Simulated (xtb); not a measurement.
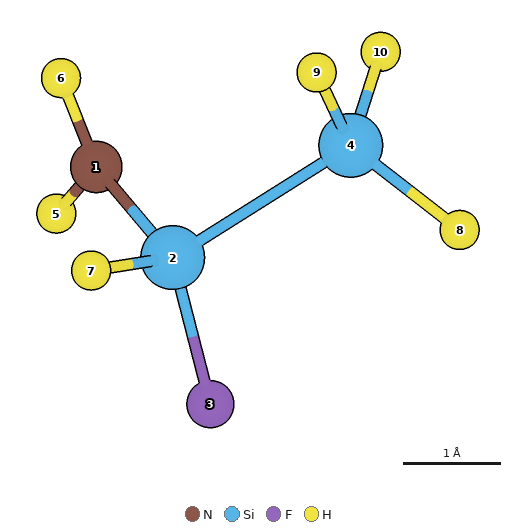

*The input geometry (ball-and-stick view, seen at a tilt; atoms are numbered from 1 in the order of the input).*

**Si2NH6F (charge +1): property calculation**

Si2NH6F, charge +1, multiplicity 2, computed with GFN1-xTB, ALPB solvent hexadecane (xtb 6.7.1).

The geometry is that of the parent species in another charge or spin state.

## Input
```python
from pathlib import Path
import subprocess as sp
from rdkit import Chem
from rdkit.Chem import AllChem

smiles = "N[SiH](F)[SiH3]"
m = Chem.AddHs(Chem.MolFromSmiles(smiles))
params = AllChem.ETKDGv3()
params.randomSeed = 598
AllChem.EmbedMolecule(m, params)
Path("conf.xyz").write_text(Chem.MolToXYZBlock(m))

cmd = ["xtb", "conf.xyz", "--etemp", "7000", "-c", "1", "--uhf", "1", "--alpb", "hexadecane", "--dipole", "--fod", "--gfn", "1"]
with open("xtb.out", "w") as log:
    sp.run(cmd, stdout=log, stderr=sp.DEVNULL)
print(open("xtb.out").read())
```

## File conf.xyz
```
10

N     -1.594297    0.414848   -0.511497
Si    -0.504269   -0.390087    0.585834
F     -0.850217   -2.041255    0.597745
Si     1.556445    0.010607   -0.216539
H     -2.459903   -0.051403   -0.775841
H     -1.556668    1.434058   -0.569420
H     -0.592041    0.169813    1.954783
H      2.447957   -1.131994   -0.029971
H      2.074721    1.144192    0.573167
H      1.478271    0.441222   -1.608260
```

Hardware: 1 thread of Arm Neoverse V1, 24 GiB of memory available, shared host.

Command:
```bash
python run_xtb.py
```

## What the program printed
```
* xtb version 6.7.1
   ID    Z sym.   atoms
    1    7 N      1
    2   14 Si     2, 4
    3    9 F      3
    4    1 H      5-10

           -------------------------------------------------
          |                Calculation Setup                |
           -------------------------------------------------

          program call               : xtb conf.xyz --etemp 7000 -c 1 --uhf 1 --alpb hexadecane --dipole --fod --gfn 1
          coordinate file            : conf.xyz
          omp threads                :                     1

           -------------------------------------------------
          |                 G F N 1 - x T B                 |
           -------------------------------------------------

      * Hamiltonian:
        H0-scaling (s, p, d)           1.850000    2.250000    2.000000
        zeta-weighting                 0.000000
      * Dispersion:
        s8                             2.400000
        a1                             0.630000
        a2                             5.000000
        s9                             0.000000
      * Repulsion:
        kExp                           1.500000
        rExp                           1.000000
      * Coulomb:
        alpha                          2.000000
        third order                    atomic
        anisotropic                    false
      * Halogen bond correction:
        rad-scale                      1.300000
        damping                        0.440000

      * Solvation model:               ALPB
        Solvent                        hexadecane
        Parameter file                 internal GFN1-xTB/ALPB
        Dielectric constant                1.8800E+00
        Reference state                gsolv [1 M gas/solution]
        Free energy shift                  4.2243E-03 Eh       2.6508E+00 kcal/mol
        Temperature                        2.9815E+02 K
        Density                            6.6000E-01 kg/L
        Solvent mass                       8.6180E+01 g/mol
        Interaction kernel             P16
        Born radius scaling (c1)           1.4378E+00
        Born radii integrator          GBOBC
        Born offset                        0.0000E+00 a0       0.0000E+00 AA
        H-bond correction              false
        Ion screening                  false
        Surface tension                    1.0000E-05 Eh       1.5569E+01 dyn/cm
        Grid points                               230 per atom

          ...................................................
          :                      SETUP                      :
          :.................................................:
          :  # basis functions                  40          :
          :  # atomic orbitals                  38          :
          :  # shells                           22          :
          :  # electrons                        25          :
          :  # halogen bonds                     0          :
          :  max. iterations                   250          :
          :  Hamiltonian                  GFN1-xTB          :
          :  restarted?                      false          :
          :  GBSA solvation                   true          :
          :  PC potential                    false          :
          :  electronic temp.         7000.0000000     K    :
          :  accuracy                    1.0000000          :
          :  -> integral cutoff          0.2500000E+02      :
          :  -> integral neglect         0.1000000E-07      :
          :  -> SCF convergence          0.1000000E-05 Eh   :
          :  -> wf. convergence          0.2000000E-04 e    :
          :  Broyden damping             0.4000000          :
          :  net charge                          1          :
          :  unpaired electrons                  1          :
          ...................................................

 iter      E             dE          RMSdq      gap      omega  full diag
   1    -15.0163303 -0.150163E+02  0.613E+00    4.10       0.0  T
   2    -15.0559132 -0.395828E-01  0.374E+00    3.99       1.0  T
   3    -15.0485205  0.739262E-02  0.112E+00    3.70       1.0  T
   4    -15.0605457 -0.120252E-01  0.450E-01    3.94       1.0  T
   5    -15.0615729 -0.102716E-02  0.800E-02    3.91       1.0  T
   6    -15.0615758 -0.285254E-05  0.296E-02    3.91       1.1  T
   7    -15.0615764 -0.605925E-06  0.144E-02    3.91       2.2  T
   8    -15.0615804 -0.403886E-05  0.260E-03    3.91      12.2  T
   9    -15.0615804 -0.219205E-07  0.321E-04    3.91      98.4  T
  10    -15.0615804 -0.724075E-09  0.960E-05    3.91     329.4  T
  11    -15.0615804 -0.502851E-10  0.401E-05    3.91     788.8  T

   *** convergence criteria satisfied after 11 iterations ***

         #    Occupation            Energy/Eh            Energy/eV
      -------------------------------------------------------------
         1        2.0000           -0.9362823             -25.4775
       ...           ...                  ...                  ...
         7        1.9958           -0.6429768             -17.4963
         8        1.9930           -0.6316160             -17.1871
         9        1.9709           -0.5994853             -16.3128
        10        1.9269           -0.5780926             -15.7307
        11        1.9184           -0.5754519             -15.6588
        12        1.8116           -0.5543729             -15.0853
        13        1.3287           -0.5096937             -13.8695 (HOMO)
        14        0.0318           -0.3660675              -9.9612 (LUMO)
        15        0.0252           -0.3607597              -9.8168
        16        0.0016           -0.2988152              -8.1312
        17        0.0009           -0.2859306              -7.7806
        18        0.0004           -0.2678329              -7.2881
       ...           ...                  ...                  ...
        38                          1.6562563              45.0690
      -------------------------------------------------------------
                  HL-Gap            0.1436262 Eh            3.9083 eV
             Fermi-level           -0.4817509 Eh          -13.1091 eV

 SCC (total)                   0 d,  0 h,  0 min,  0.008 sec
 SCC setup                      ...        0 min,  0.000 sec (  2.395%)
 Dispersion                     ...        0 min,  0.000 sec (  0.277%)
 classical contributions        ...        0 min,  0.000 sec (  0.100%)
 integral evaluation            ...        0 min,  0.002 sec ( 21.946%)
 iterations                     ...        0 min,  0.003 sec ( 35.502%)
 molecular gradient             ...        0 min,  0.003 sec ( 38.008%)
 printout                       ...        0 min,  0.000 sec (  1.615%)

         :::::::::::::::::::::::::::::::::::::::::::::::::::::
         ::                     SUMMARY                     ::
         :::::::::::::::::::::::::::::::::::::::::::::::::::::
         :: total energy             -14.961147844400 Eh    ::
         :: w/o Gsasa/hb/shift       -14.959454308759 Eh    ::
         :: gradient norm              0.083233327907 Eh/a0 ::
         :: HOMO-LUMO gap              3.908267878158 eV    ::
         ::.................................................::
         :: SCC energy               -15.061580424983 Eh    ::
         :: -> electrostatic           0.109263397225 Eh    ::
         :: -> Gsolv                  -0.042736380515 Eh    ::
         ::    -> Gelec               -0.041042844874 Eh    ::
         ::    -> Gsasa               -0.005917874856 Eh    ::
         ::    -> Ghb                  0.000000000000 Eh    ::
         ::    -> Gshift               0.004224339215 Eh    ::
         :: repulsion energy           0.103581657026 Eh    ::
         :: dispersion energy         -0.003149076443 Eh    ::
         :: halogen bond corr.         0.000000000000 Eh    ::
         :: add. restraining           0.000000000000 Eh    ::
         :: total charge               1.000000000000 e     ::
         :::::::::::::::::::::::::::::::::::::::::::::::::::::

           -------------------------------------------------
          |                Property Printout                |
           -------------------------------------------------

    * Orbital Energies and Occupations

         #    Occupation            Energy/Eh            Energy/eV
      -------------------------------------------------------------
         1        2.0000           -0.9362823             -25.4775
         2        2.0000           -0.8649798             -23.5373
         3        2.0000           -0.7668892             -20.8681
         4        1.9997           -0.6997314             -19.0407
         5        1.9990           -0.6741642             -18.3449
         6        1.9961           -0.6443878             -17.5347
         7        1.9958           -0.6429768             -17.4963
         8        1.9930           -0.6316160             -17.1871
         9        1.9709           -0.5994853             -16.3128
        10        1.9269           -0.5780926             -15.7307
        11        1.9184           -0.5754519             -15.6588
        12        1.8116           -0.5543729             -15.0853
        13        1.3287           -0.5096937             -13.8695 (HOMO)
        14        0.0318           -0.3660675              -9.9612 (LUMO)
        15        0.0252           -0.3607597              -9.8168
        16        0.0016           -0.2988152              -8.1312
        17        0.0009           -0.2859306              -7.7806
        18        0.0004           -0.2678329              -7.2881
        19        0.0001           -0.2301133              -6.2617
        20        0.0000           -0.2041234              -5.5545
        21        0.0000           -0.1728472              -4.7034
        22        0.0000           -0.1673635              -4.5542
        23        0.0000           -0.1658822              -4.5139
        24        0.0000           -0.1642177              -4.4686
       ...           ...                  ...                  ...
        38                          1.6562563              45.0690
      -------------------------------------------------------------
                  HL-Gap            0.1436262 Eh            3.9083 eV
             Fermi-level           -0.4817509 Eh          -13.1091 eV

  Mulliken/CM5 charges         n(s)   n(p)   n(d)
     1     -0.38727 -0.78830   1.455  3.932  0.000
     2      0.55637  0.47328   1.189  1.329  0.926
     3     -0.21028 -0.19222   1.778  5.433  0.000
     4      0.43104  0.17872   1.379  1.704  0.486
     5      0.28501  0.47370   0.715  0.000  0.000
     6      0.26790  0.45522   0.732  0.000  0.000
     7      0.05518  0.14104   0.945  0.000  0.000
     8      0.00956  0.09552   0.990  0.000  0.000
     9     -0.00679  0.07665   1.007  0.000  0.000
    10     -0.00072  0.08640   1.001  0.000  0.000

NFOD :     0.8692

 Loewdin FODpop      n(s)   n(p)   n(d)
     1      0.1920   0.003  0.189  0.000
     2      0.2057   0.009  0.120  0.076
     3      0.0249   0.001  0.024  0.000
     4      0.2527   0.002  0.194  0.056
     5      0.0034   0.003  0.000  0.000
     6      0.0024   0.002  0.000  0.000
     7      0.0588   0.059  0.000  0.000
     8      0.0441   0.044  0.000  0.000
     9      0.0441   0.044  0.000  0.000
    10      0.0411   0.041  0.000  0.000

Wiberg/Mayer (AO) data.
largest (>0.10) Wiberg bond orders for each atom

 ---------------------------------------------------------------------------
     #   Z sym  total        # sym  WBO       # sym  WBO       # sym  WBO
 ---------------------------------------------------------------------------
     1   7      3.062 --     2      1.217     6      0.878     5      0.865
     2  14      4.177 --     3      1.248     1      1.217     7      0.796
                             4      0.735
     3   9      1.315 --     2      1.248
     4  14      3.363 --    10      0.833     8      0.830     9      0.826
                             2      0.735
     5   1      0.912 --     1      0.865
     6   1      0.923 --     1      0.878
     7   1      0.891 --     2      0.796
     8   1      0.909 --     4      0.830
     9   1      0.907 --     4      0.826
    10   1      0.913 --     4      0.833
 ---------------------------------------------------------------------------

Topologies differ in total number of bonds
Writing topology from bond orders to xtbtopo.mol

 dipole moment from electron density (au)
     X       Y       Z
  -0.1772   0.8700   0.0474  total (Debye):    2.260

 cube_pthr     :   0.050
 cube_step     :   0.400
 cube_boundoffset     :   3.000
 non-zero P (%):   0.732   nmat:       6
 Grid Boundaries (x y z) :
   7.6259682948474801        5.7099768668209396        6.6940045030639181
  -7.6485429631321953       -6.8574129005120970       -6.0391709371820692
 Total # of points       39936
 writing fod.cub
 N    (numint) :  0.290
cpu  time for cube

           -------------------------------------------------
          | TOTAL ENERGY              -14.961147844400 Eh   |
          | GRADIENT NORM               0.083233327907 Eh/α |
          | HOMO-LUMO GAP               3.908267878158 eV   |
           -------------------------------------------------

------------------------------------------------------------------------
------------------------------------------------------------------------
 total:
 *  cpu-time:     0 d,  0 h,  0 min,  0.069 sec
 * ratio c/w:     1.000 speedup
 SCF:
 *  cpu-time:     0 d,  0 h,  0 min,  0.008 sec
 * ratio c/w:     1.000 speedup
```

## File fod
```
0.19198748
    0.20567026
    0.02491722
    0.25268449
    0.00337180
    0.00243051
    0.05875073
    0.04408482
    0.04413570
    0.04112400
```

## Key numbers

```tsv
quantity	value
outcome	converged
electrons treated	25
total energy	−14.961148 hartree
dispersion energy	−0.003149 hartree
solvation energy	−0.042736 hartree
basis functions	40
peak memory	0.08 GiB
```

## Remarks

Settings chosen away from the usual ones: method = gfn1-xtb; task = fod; x = {"etemp": 7000}; partner = cation; sm = ALPB; solvent = hexadecane. These settings are looser than, or depart from, a standard set-up, so the numbers are not reference values for this system.
